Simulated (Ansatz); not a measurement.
**F₄MoO: density, localisation and related maps**

Input

```
crystal:
  periodic: [false, false, false]
  atoms:
    - symbol: F
      position_ang: [-0.392783, -1.731042, 0.354551]
    - symbol: F
      position_ang: [-0.753762, 0.818472, -1.417893]
    - symbol: F
      position_ang: [1.110818, 0.911724, 1.081206]
    - symbol: F
      position_ang: [-1.383171, 0.493642, 1.010907]
    - symbol: Mo
      position_ang: [0.086456, -0.038661, -0.065937]
    - symbol: O
      position_ang: [1.374543, -0.518134, -1.008933]
basis:
  gaussian:
    orbitals: def2-TZVPD
hamiltonian:
  xc: pbe0
output:
  forces: true
  orbitals: {seedname: orbitals}
```

Launched as:

```sh
ansatz run input.yaml --threads 2 --pin off --max-ram 5220MiB --events-out events.jsonl --progress --plain --runs-dir runs
```

Geometry: PBE0-D4/def2-SVP; core potentials replace the inner electrons of Mo.

These are results of isolated molecule in a Gaussian basis; Kohn-Sham density functional theory, functional PBE0 (Ansatz 0.2.0), not measurements.

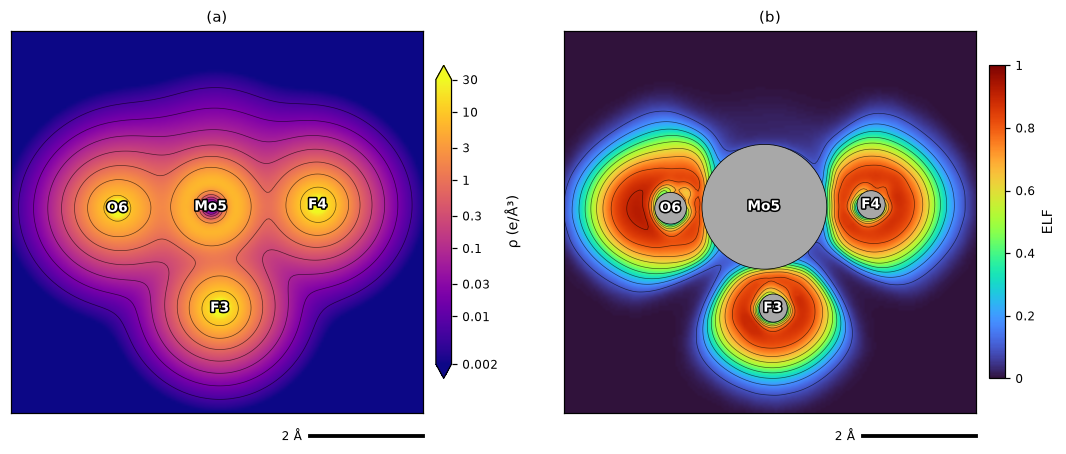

Figure 1. (a) electron density; (b) electron localisation function on the plane of atoms F3, Mo5 and F4. Grey discs cover the atomic cores in the ELF map.

### Describe what can be read from this map.

The plane passes through F, Mo and O nuclei.
Mo–O (1.67 Å): ρ at the midpoint is about 2 e/Å³; the ELF peaks at about 0.80 in the valence shell of O, 0.5 Å from its nucleus, and drops to about 0.35 between the two atoms.
Mo–F (1.81 Å): the density is about 1.3 e/Å³ at the midpoint; the ELF peaks at about 0.80 in the valence shell of F, 0.5 Å from its nucleus, and drops to about 0.30 between the two atoms.
Mo–F (1.90 Å): the density is about 1 e/Å³ at the midpoint; the ELF peaks at about 0.85 in the valence shell of F, 0.5 Å from its nucleus, and drops to about 0.20 between the two atoms.

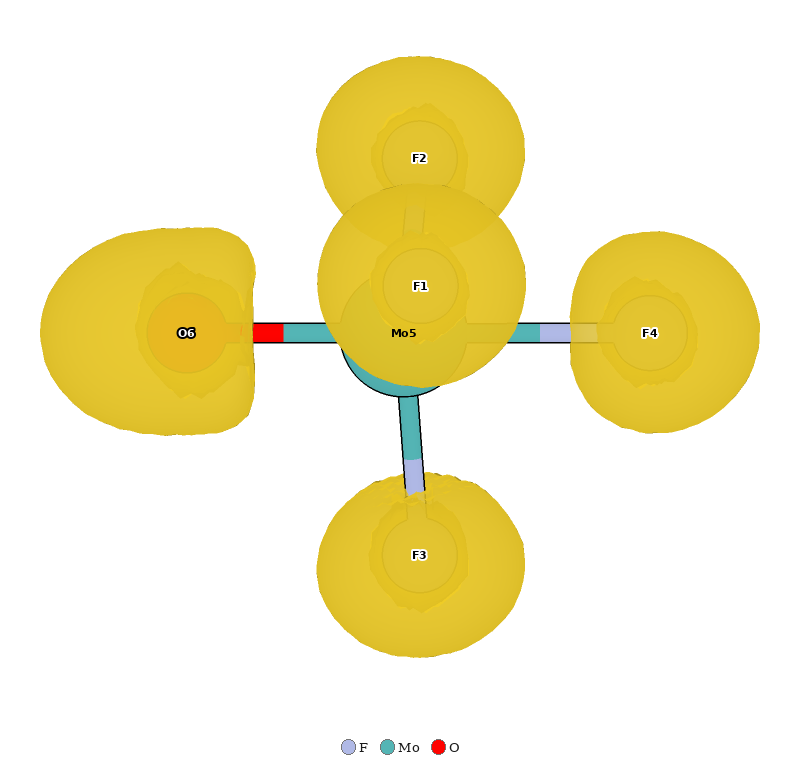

Figure 2. Isosurface of the ELF at 0.75 (yellow), seen from one side. Only the valence region is drawn (cores and ρ < 0.01 e/Å³ removed).

### What do the ELF domains correspond to?

The ELF exceeds this value in one lobe on O, pointing away from the bonds (lone pairs, which may merge into one lobe) and four regions wrapped around F (the valence shell of each).

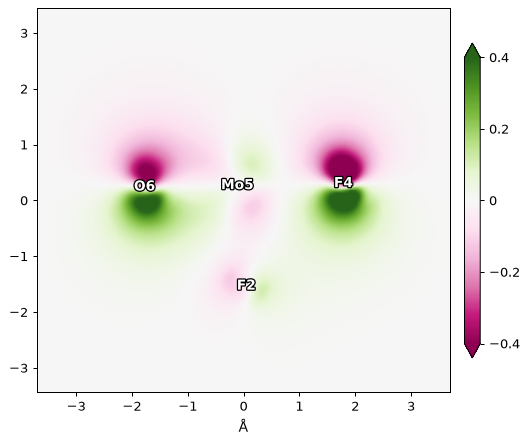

Figure 3. The HOMO−1 on the plane of atoms F2, Mo5 and F4 (values in Å⁻³ᐟ²; the overall sign is arbitrary).

### Describe this orbital and give its energy.

By Hirshfeld shares it lies mainly on F4 (about 50 %) and O6 (about 35 %); largely a combination of lone pairs on F4 and O6. It is one of a degenerate set, so its orientation is arbitrary. Its energy is −11.54 eV.
